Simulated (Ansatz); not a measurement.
# [BH4]− (SMILES [H][B-]([H])([H])[H]): B3LYP/3-21G

What is the energy change on altering one bond length of [BH4]− at B3LYP/3-21G? 

Program for the calculation: Ansatz 0.2.0.

### Step 1. The structure to begin with

[BH4]− has 5 atoms, charge -1, and is taken as a singlet. SMILES: `[H][B-]([H])([H])[H]`. Geometry: relaxed at GFN2-xTB.

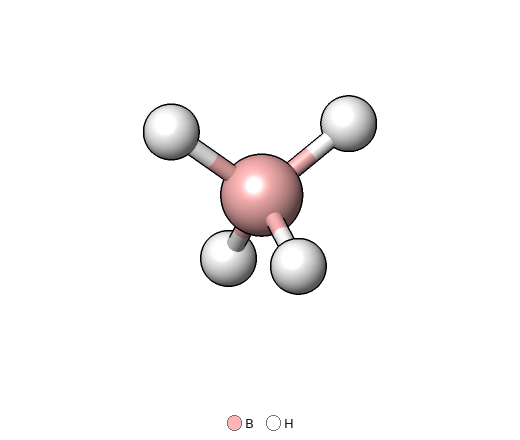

Viewed from a chosen angle; boron pink, hydrogen white.

### Step 2. The energy at B3LYP/3-21G

The input, run.yaml:

```yaml
crystal:
  periodic: [false, false, false]
  atoms:
    - {symbol: B, position_ang: [0.000000, -0.000190, -0.000050]}
    - {symbol: H, position_ang: [0.011880, -0.020580, 1.229120]}
    - {symbol: H, position_ang: [1.154650, 0.011840, -0.420810]}
    - {symbol: H, position_ang: [-0.587600, 1.007810, -0.387560]}
    - {symbol: H, position_ang: [-0.578930, -0.998880, -0.420690]}
basis:
  gaussian:
    orbitals: 3-21G.json
total_charge: -1
accuracy: high
hamiltonian:
  xc: {name: B3LYP}
magnetization:
  spin_polarized: false
  initial_magnetization: 0
```

The basis set 3-21G is read from a file made from the Basis Set Exchange's data (not shown).

On the command line:

```bash
ansatz run run.yaml --threads 1 --pin off --max-ram 2610MiB --events-out events.jsonl --progress --plain --runs-dir runs
```

Output:

```text
Warning: RAYON_NUM_THREADS=1 ignored (pool sized by the plan → 1); use --threads N
Functional definition: B3LYP
  name "B3LYP"
  parameter a0 = 0.2
  parameter ax = 0.72
  parameter ac = 0.81
  exchange = (1 - a0 - ax)*slater_x + ax*b88_x + a0*exact_x
  correlation = (1 - ac)*vwn_rpa_c + ac*lyp_c
342 factors; integrals over basis functions are off by at most 5.4e-9 eV
mean field evaluation 1: about -737.2015 eV, gradient 7.2e0 eV
mean field evaluation 2: about -737.2924 eV, gradient 5.1e0 eV
mean field evaluation 4: about -737.3788 eV, gradient 2.0e-2 eV
mean field evaluation 8: about -737.3501 eV, gradient 3.6e-4 eV
mean field -737.35014516 eV, -27.0971180407 hartree, gradient 6.6e-9 eV, S^2 0.000000; 0 other end points of the search recorded, 0 dependent functions left out
reference -737.35017179 eV, -27.0971190192 hartree; 5, 5 occupied and 12, 12 virtual orbitals, 342 factors
Total energy: -737.35017179 eV, -27.0971190192 hartree
```

Wall time 0.54 s (1 thread of Arm Neoverse V2, shared host).

### Step 3. The distorted shape, same level

The input, input.yaml:

```yaml
crystal:
  periodic: [false, false, false]
  atoms:
    - symbol: B
      position_ang: [-0.288635, -0.003197, 0.105130]
    - symbol: H
      position_ang: [-0.276755, -0.023587, 1.334300]
    - symbol: H
      position_ang: [1.154650, 0.011840, -0.420810]
    - symbol: H
      position_ang: [-0.876235, 1.004803, -0.282380]
    - symbol: H
      position_ang: [-0.867565, -1.001887, -0.315510]
basis:
  gaussian: {orbitals: 3-21G.json}
total_charge: -1
hamiltonian: {xc: {name: B3LYP}}
accuracy: high
```

The basis set 3-21G is read from a file made from the Basis Set Exchange's data (not shown).

On the command line:

```bash
ansatz run input.yaml --threads 1 --pin off --max-ram 2610MiB --events-out events.jsonl --progress --plain --runs-dir runs
```

Output (excerpt; [...] marks lines left out):

```text
Warning: RAYON_NUM_THREADS=1 ignored (pool sized by the plan → 1); use --threads N
[... 7 set-up lines as earlier in the session ...]
342 factors; integrals over basis functions are off by at most 7.2e-9 eV
mean field evaluation 1: about -736.7932 eV, gradient 4.8e0 eV
mean field evaluation 2: about -736.8655 eV, gradient 2.2e0 eV
mean field evaluation 4: about -736.8823 eV, gradient 5.7e-2 eV
mean field evaluation 8: about -736.8546 eV, gradient 7.9e-5 eV
mean field -736.85460697 eV, -27.0789073480 hartree, gradient 6.0e-9 eV, S^2 0.000000; 0 other end points of the search recorded, 0 dependent functions left out
reference -736.85463394 eV, -27.0789083394 hartree; 5, 5 occupied and 12, 12 virtual orbitals, 342 factors
Total energy: -736.85463394 eV, -27.0789083394 hartree
```

It took 0.54 s on 1 thread of Arm Neoverse V2, shared host.

### Step 4. What came out

At B3LYP/3-21G:

| quantity | value |
| --- | --- |
| first shape: total energy | -27.09712 Eh |
| distorted shape: total energy | -27.07891 Eh |
| energy change with the B1–H3 bond stretched from 1.229 to 1.536 Å | 0.496 eV |

With the B1–H3 bond stretched from 1.229 to 1.536 Å the energy rises by 0.50 eV (47.8 kJ/mol). The first shape isn't relaxed at this level, so the change isn't measured from a minimum.
